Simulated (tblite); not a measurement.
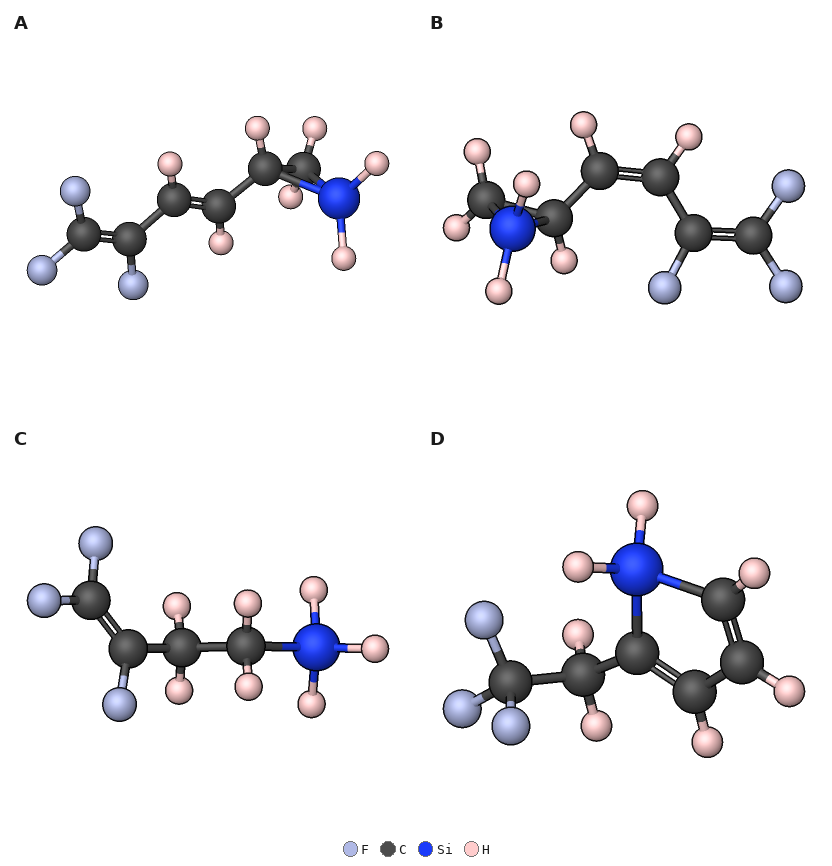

Simulated data, not a measurement (program: tblite).

```xyz
17
charge 0, multiplicity 1
F     2.2998    1.1084   -1.0544
C     2.3254   -0.1083   -0.4851
F     3.6097   -0.3389   -0.1583
F     2.0204   -0.9857   -1.4512
C     1.4054   -0.2128    0.7136
C    -0.0257   -0.1019    0.2947
C    -0.9344   -1.0647    0.4994
C    -2.2838   -0.7838    0.0342
C    -2.4752    0.4045   -0.5508
Si   -0.8488    1.3573   -0.6019
H     1.6086   -1.1714    1.1992
H     1.6788    0.5978    1.3948
H    -0.7193   -2.0070    0.9852
H    -3.0567   -1.5254    0.1778
H    -3.4348    0.7106   -0.9310
H    -0.8318    2.5607    0.2300
H    -0.3446    1.5726   -1.9533
```

Which panel shows the molecule in this file?

Answer. D. The file holds C6H7F3Si, `FC(F)(F)CC1=CC=C[SiH2]1`.
